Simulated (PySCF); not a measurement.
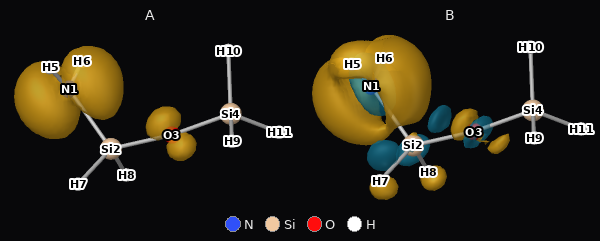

Figure. H₇NOSi₂, SMILES `N[SiH2]O[SiH3]`. The Fukui function f⁻ from two separate SCF calculations and the density of the HOMO, at ±0.04 e/Å³ (yellow positive, teal negative).

Method: HF/def2-TZVP; geometry: GFN2-xTB; program: PySCF. No frequency check shows the geometry to be a minimum.

Geometry (Å), atoms numbered from 1:

```
N1      -2.1579    0.8367   -0.0008
Si2     -1.1565   -0.5594   -0.0011
O3       0.4441   -0.2634    0.0029
Si4      1.9872    0.2007   -0.0002
H5      -2.2104    1.4134    0.8265
H6      -2.2128    1.4126   -0.8213
H7      -1.4244   -1.2663    1.2476
H8      -1.4282   -1.2674   -1.2424
H9       2.5962   -0.3422    1.2102
H10      2.0105    1.6653   -0.0024
H11      2.5925   -0.3432   -1.2180
```

Q: Which panel is which, and how good is the frozen-orbital picture?

A: B is f⁻ (it has negative regions), A the HOMO density. The HOMO lies on N1 (68 %), Si2 (11 %) and O3 (7 %); f⁻ (Hirshfeld-condensed) is largest on N1 (0.46); the vertical ionisation energy is 8.83 eV (the stability of the cation's solution wasn't checked). Relaxation shifts 26 % of the electron between atoms. The orbital energy is −11.35 eV.

Run time: 13 s on 1 thread of Intel(R) Xeon(R) Platinum 8375C CPU @ 2.90GHz (Ice Lake) (shared host), peak memory 0.42 GiB.
